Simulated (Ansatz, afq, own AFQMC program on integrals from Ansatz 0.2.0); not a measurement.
# B₂H (quartet): AFQMC on the coupled-cluster ladder at distance B1–B2 = 1.520 Å, 6-31G, part 2 of 2

Ansatz 0.2.0, Gaussian basis, and an in-house AFQMC program (afq) on its integrals; all values are calculated; 6-31G, frozen cores.

## Step 14: Phaseless AFQMC, CISD trial on UHF

It reads the integrals that the CCSD(T) run on this determinant wrote.

The run is started by

```bash
> afq ham --method phaseless --trial cisd --walkers 4000 --populations 20 --least-time 60 --time-step 0.005 --steps-per-block 50 --equilibration-blocks 28 --max-blocks 4000 --target-error 0.00016 --factor-cut 1e-05 --start spin_pure --seed 3940 --release-times 0.24,0.51,0.99,1.62,2.4 --release-step 0.03 --release-every 3 --taylor-order 6
```

Log:

```text
orbitals 18  electrons 5 2  factors 110 of 284
reference energy -49.77901530 Eh
CCSD correlation -0.08388585 Eh in 11 cycles, weight of the determinant in the CISD state 0.9335
energy of the start -49.862875 Eh
 block  time / (1/Eh)  mean weight  energy / Eh
     1     0.250  1.0000  -49.862551
     2     0.500  1.0000  -49.862815
     3     0.750  0.9999  -49.863222
     4     1.000  0.9999  -49.863671
     5     1.250  1.0000  -49.863831
     6     1.500  1.0000  -49.864371
     7     1.750  1.0000  -49.864722
     8     2.000  1.0001  -49.864968
     9     2.250  1.0000  -49.865085
    10     2.500  1.0000  -49.864975
    11     2.750  1.0000  -49.864896
    12     3.000  0.9999  -49.865176
    13     3.250  1.0001  -49.865293
    14     3.500  0.9999  -49.865045
    15     3.750  0.9999  -49.865089
    16     4.000  1.0000  -49.865366
    17     4.250  1.0000  -49.865196
    18     4.500  1.0001  -49.865461
    19     4.750  1.0000  -49.865282
    20     5.000  1.0000  -49.865308
    21     5.250  1.0000  -49.865036
    22     5.500  1.0000  -49.865517
    23     5.750  1.0001  -49.865563
    24     6.000  1.0000  -49.865535
    25     6.250  0.9998  -49.865222
    26     6.500  0.9999  -49.865348
    27     6.750  1.0000  -49.865648
    28     7.000  1.0002  -49.865447
    29     7.250  1.0000  -49.865397
    30     7.500  1.0000  -49.865185
    31     7.750  1.0000  -49.865037
    32     8.000  1.0000  -49.865012
    33     8.250  0.9999  -49.865173
    34     8.500  1.0000  -49.865364
    35     8.750  1.0001  -49.865445
    36     9.000  1.0000  -49.865433
    37     9.250  0.9999  -49.865649
    38     9.500  1.0001  -49.865582
    39     9.750  1.0001  -49.865383
    40    10.000  1.0001  -49.865656
    41    10.250  0.9999  -49.865355
    42    10.500  0.9998  -49.865422
    43    10.750  1.0000  -49.865428
    44    11.000  0.9999  -49.865546
    45    11.250  1.0000  -49.865366
    46    11.500  1.0000  -49.865094
    47    11.750  1.0000  -49.865473
    48    12.000  1.0001  -49.865635
    49    12.250  1.0000  -49.865592
    50    12.500  1.0000  -49.865337
    51    12.750  1.0001  -49.866798
    52    13.000  1.0001  -49.864966
    53    13.250  1.0002  -49.865023
    54    13.500  1.0000  -49.865567
    55    13.750  0.9999  -49.865797
    56    14.000  0.9999  -49.865531
    57    14.250  1.0001  -49.865398
    58    14.500  1.0000  -49.865593
    59    14.750  0.9998  -49.865203
    60    15.000  1.0001  -49.864958
    61    15.250  1.0001  -49.864937
    62    15.500  1.0002  -49.865358
    63    15.750  0.9999  -49.865977
    64    16.000  1.0001  -49.865077
    65    16.250  1.0000  -49.865014
    66    16.500  1.0000  -49.864987
    67    16.750  1.0001  -49.864816
    68    17.000  1.0001  -49.865342
    69    17.250  1.0000  -49.865791
    70    17.500  0.9999  -49.865565
    71    17.750  0.9998  -49.865426
    72    18.000  1.0000  -49.865294
    73    18.250  1.0001  -49.865292
    74    18.500  1.0000  -49.865658
    75    18.750  0.9999  -49.865298
    76    19.000  1.0000  -49.865250
    77    19.250  1.0000  -49.865191
    78    19.500  1.0001  -49.865065
error from the spread of 20 populations
released: time / (1/Eh)  energy / Eh  error  mean overlap
  0.24  -49.864393  0.000914  1.0003
  0.51  -49.865489  0.000046  0.9997
  0.99  -49.867459  0.001862  0.9994
  1.62  -49.865636  0.000068  0.9988
  2.40  -49.865642  0.000057  0.9978
energy -49.865375 +/- 0.000050 Eh
```

It took 46 s on 1 × NVIDIA H100 80GB HBM3 with 2 threads of AMD EPYC 7R13 (Zen 3), shared host.

Energy -1356.9060 ± 0.0014 eV. Caveats: constraint bias not in the error.

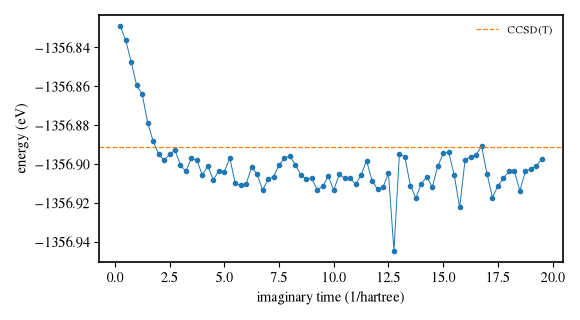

Block energies along the walk.

## Step 15: Phaseless AFQMC, single-determinant trial on UHF

It reads the integrals that the CCSD(T) run on this determinant wrote.

The run is started by

```bash
> afq ham --method phaseless --trial hf --walkers 4000 --populations 20 --least-time 40 --time-step 0.005 --steps-per-block 20 --equilibration-blocks 112 --max-blocks 4000 --target-error 0.0008 --factor-cut 1e-05 --start spin_pure --seed 4789 --taylor-order 6
```

Log:

```text
orbitals 18  electrons 5 2  factors 110 of 284
reference energy -49.77901530 Eh
CCSD correlation -0.08388585 Eh in 11 cycles, weight of the determinant in the CISD state 0.9335
energy of the start -49.779126 Eh
 block  time / (1/Eh)  mean weight  energy / Eh
     1     0.100  1.0001  -49.791377
     2     0.200  1.0004  -49.800971
     3     0.300  1.0004  -49.809798
     4     0.400  1.0006  -49.817492
     5     0.500  1.0004  -49.824224
     6     0.600  1.0004  -49.829050
     7     0.700  1.0002  -49.832703
     8     0.800  1.0003  -49.837959
     9     0.900  1.0002  -49.840795
    10     1.000  1.0003  -49.844959
    13     1.300  1.0001  -49.849724
    17     1.700  1.0001  -49.854564
    21     2.100  1.0001  -49.857270
    25     2.500  1.0000  -49.862365
    29     2.900  1.0000  -49.860762
    33     3.300  1.0000  -49.862292
    37     3.700  1.0000  -49.864391
    41     4.100  0.9999  -49.862040
    45     4.500  1.0001  -49.861100
    49     4.900  1.0001  -49.859736
    53     5.300  0.9999  -49.862498
    57     5.700  1.0000  -49.860352
    61     6.100  1.0002  -49.862542
    65     6.500  1.0001  -49.866206
    69     6.900  0.9999  -49.864114
    73     7.300  1.0000  -49.861928
    77     7.700  0.9999  -49.862015
    81     8.100  1.0000  -49.861414
    85     8.500  0.9998  -49.860227
    89     8.900  0.9999  -49.858849
    93     9.300  0.9999  -49.858840
    97     9.700  0.9999  -49.860911
   101    10.100  1.0001  -49.862179
   105    10.500  1.0001  -49.860251
   109    10.900  1.0000  -49.861465
   113    11.300  1.0001  -49.860899
   117    11.700  1.0000  -49.860234
   121    12.100  1.0000  -49.860262
   125    12.500  1.0000  -49.863474
   129    12.900  1.0001  -49.863884
   133    13.300  0.9997  -49.862159
   137    13.700  1.0001  -49.861339
   141    14.100  1.0001  -49.866797
   145    14.500  1.0001  -49.865755
   149    14.900  1.0000  -49.866642
   153    15.300  1.0002  -49.865538
   157    15.700  1.0000  -49.865999
   161    16.100  1.0003  -49.864707
   165    16.500  1.0001  -49.864387
   169    16.900  0.9999  -49.859961
   173    17.300  1.0001  -49.859901
   177    17.700  1.0001  -49.859519
   181    18.100  1.0000  -49.862239
   185    18.500  1.0001  -49.863458
   189    18.900  1.0001  -49.862373
error from the spread of 20 populations
energy -49.862872 +/- 0.000554 Eh
```

Run time: 37 s. Hardware: 1 × NVIDIA H100 80GB HBM3 with 2 threads of AMD EPYC 7R13 (Zen 3), shared host.

Energy -1356.8379 ± 0.0151 eV. Caveats: constraint bias not in the error.

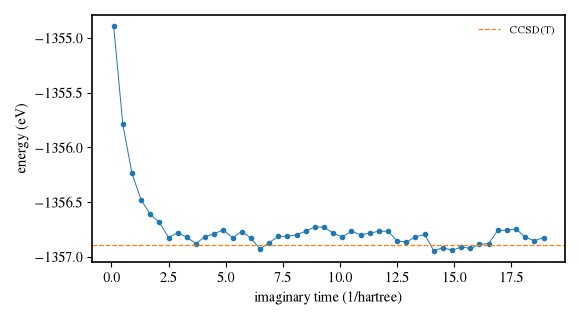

Block energies along the walk.

## Step 16: Free-projection AFQMC, CISD trial on UHF

It reads the integrals that the CCSD(T) run on this determinant wrote.

The run is started by

```bash
> afq ham --method free --trial cisd --walkers 4000 --time-step 0.03 --max-blocks 4000 --target-error 0.00032 --factor-cut 1e-05 --seed 2615 --times 0,0.3,0.6,1.2,1.8,2.4,3.6,4.8,6 --taylor-order 8
```

Log:

```text
orbitals 18  electrons 5 2  factors 110 of 284
reference energy -49.77901530 Eh
CCSD correlation -0.08388585 Eh in 11 cycles, weight of the determinant in the CISD state 0.9335
repeat  energy at the last time / Eh  error
    10  -49.865678  0.000064
    20  -49.865685  0.000042
    30  -49.865707  0.000034
time / (1/Eh)  energy / Eh  error  mean overlap
  0.00  -49.862906  0.000006  1.0712
  0.30  -49.864139  0.000010  1.0715
  0.60  -49.864768  0.000012  1.0717
  1.20  -49.865304  0.000019  1.0729
  1.80  -49.865484  0.000019  1.0748
  2.40  -49.865603  0.000018  1.0763
  3.60  -49.865633  0.000016  1.0836
  4.80  -49.865653  0.000027  1.0866
  6.00  -49.865708  0.000033  1.0845
energy -49.865708 +/- 0.000033 Eh
```

Run time: 33 s. Hardware: 1 × NVIDIA H100 80GB HBM3 with 2 threads of AMD EPYC 7R13 (Zen 3), shared host.

Energy -1356.9150 ± 0.0009 eV. Caveats: remainder of the start not in the error.

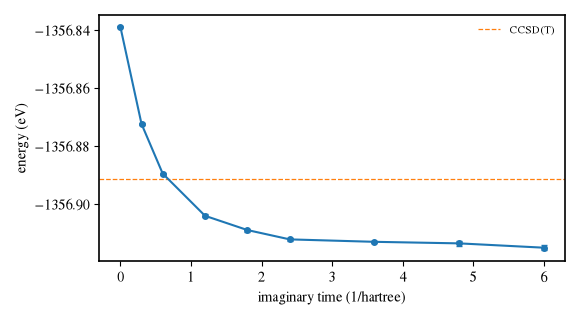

Energy against projection time, with error bars.

## Step 17: Phaseless AFQMC, first-order trial on UHF (settings varied)

It reads the integrals that the CCSD(T) run on this determinant wrote.

The run is started by

```bash
> afq ham --method phaseless --trial mp1 --walkers 20 --populations 1 --least-time 40 --time-step 0.5 --steps-per-block 5 --equilibration-blocks 10 --max-blocks 100 --target-error 0.00064 --factor-cut 1e-05 --start spin_pure --seed 7464 --taylor-order 4
```

Log:

```text
orbitals 18  electrons 5 2  factors 110 of 284
reference energy -49.77901530 Eh
CCSD correlation -0.08388585 Eh in 11 cycles, weight of the determinant in the CISD state 0.9335
energy of the start -49.842940 Eh
 block  time / (1/Eh)  mean weight  energy / Eh
     1     2.500  0.7545  -49.861096
     2     5.000  0.8966  -49.860568
     3     7.500  0.6535  -49.857075
     4    10.000  0.9512  -49.856936
     5    12.500  0.8786  -49.860550
     6    15.000  0.9053  -49.863299
     7    17.500  0.9682  -49.864179
     8    20.000  1.1820  -49.857022
     9    22.500  0.9690  -49.864886
    10    25.000  0.7447  -49.866422
    11    27.500  1.1554  -49.859893
    13    32.500  0.7996  -49.860385
    15    37.500  1.1632  -49.858864
    17    42.500  1.0845  -49.863043
    19    47.500  1.1493  -49.871560
    21    52.500  1.0910  -49.851170
    23    57.500  0.9801  -49.864423
    25    62.500  1.3623  -49.867132
    27    67.500  1.2403  -49.859236
    29    72.500  0.9124  -49.862134
    31    77.500  1.1543  -49.861931
    33    82.500  0.9892  -49.862388
    35    87.500  0.7384  -49.867633
    37    92.500  0.9379  -49.853574
    39    97.500  1.2775  -49.859035
    41   102.500  0.9648  -49.866543
    43   107.500  0.6423  -49.863053
    45   112.500  0.7836  -49.867976
    47   117.500  1.1152  -49.867150
    49   122.500  0.8933  -49.859867
    51   127.500  0.9123  -49.868479
    53   132.500  1.0057  -49.864421
    55   137.500  1.1602  -49.869324
    57   142.500  0.9784  -49.858060
    59   147.500  0.9628  -49.860459
    61   152.500  0.9034  -49.861920
    63   157.500  1.0707  -49.865459
    65   162.500  0.8834  -49.859843
    67   167.500  1.0815  -49.863940
    69   172.500  0.8567  -49.863647
    71   177.500  0.9968  -49.871970
    73   182.500  0.8958  -49.864342
    75   187.500  0.8884  -49.859799
    77   192.500  1.2027  -49.861247
    79   197.500  1.2076  -49.859312
    81   202.500  0.9722  -49.867211
    83   207.500  1.0220  -49.857560
    85   212.500  0.8880  -49.862055
    87   217.500  0.8114  -49.864072
    89   222.500  0.9428  -49.860470
blocks merged  error / Eh  count
     1  0.000514  80
     2  0.000567  40
     4  0.000556  20
     8  0.000750  10
energy -49.863237 +/- 0.000567 Eh
```

It took 6 s on 1 × NVIDIA H100 80GB HBM3 with 2 threads of AMD EPYC 7R13 (Zen 3), shared host.

Energy -1356.8478 ± 0.0154 eV. Caveats: constraint bias not in the error; walkers die often.

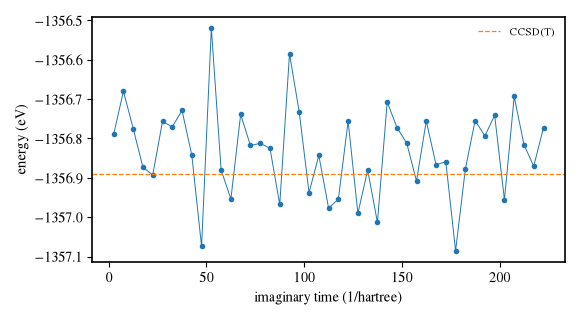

Block energies along the walk.

## Step 18: AFQMC on the ladder

The full CI on restricted orbitals is not used as the yardstick for these unrestricted rows.

On the UHF determinant, counted from CCSDTQ (a yardstick, not exact):

```
                                                              level  energy (eV)  from CCSDTQ (kJ/mol)  statistical error (kJ/mol)  time
                                                                 HF   -1354.5560                +227.5                                  
                                                                MP2   -1356.2893                 +60.3                                  
                                                               CCSD   -1356.8387                  +7.3                                  
                                                            CCSD(T)   -1356.8914                  +2.2                                  
                                                           CCSDT(Q)   -1356.9132                  +0.1                                  
                                                             CCSDTQ   -1356.9144                   0.0                                  
              Phaseless AFQMC, CISD trial, step 0.005, 4000 walkers   -1356.9060                  +0.8                         0.1  46 s
Phaseless AFQMC, single-determinant trial, step 0.005, 4000 walkers   -1356.8379                  +7.4                         1.5  37 s
         Free-projection AFQMC, CISD trial, step 0.03, 4000 walkers   -1356.9150                  -0.1                         0.1  33 s
```

The functionals' totals stand on their own zeros and serve differences with other points: PBE -1360.479 eV; r2SCAN -1362.053 eV; PBE0 -1360.853 eV; B3LYP -1362.967 eV; wB97M-V -1361.906 eV; B2PLYP -1360.640 eV.

## Step 19: Outcome

The summary covers parts 1 to 2.

```
                                                    quantity              value
                                  CCSD(T) on UHF from CCSDTQ        +2.2 kJ/mol
              Phaseless AFQMC, CISD trial on UHF from CCSDTQ  +0.8 ± 0.1 kJ/mol
Phaseless AFQMC, single-determinant trial on UHF from CCSDTQ  +7.4 ± 1.5 kJ/mol
        Free-projection AFQMC, CISD trial on UHF from CCSDTQ  -0.1 ± 0.1 kJ/mol
```

On UHF the phaseless walk with the CISD trial lies +0.8 kJ/mol from CCSDTQ, 6 times its error bar. A single-determinant trial moves the result by +6.6 kJ/mol. Free projection has no constraint; at the last time it gives -0.1 ± 0.1 kJ/mol, and from a start that isn't spin pure other spins can mix in. Error bars are statistical and leave out the constraint, the time step and what remains of the start.
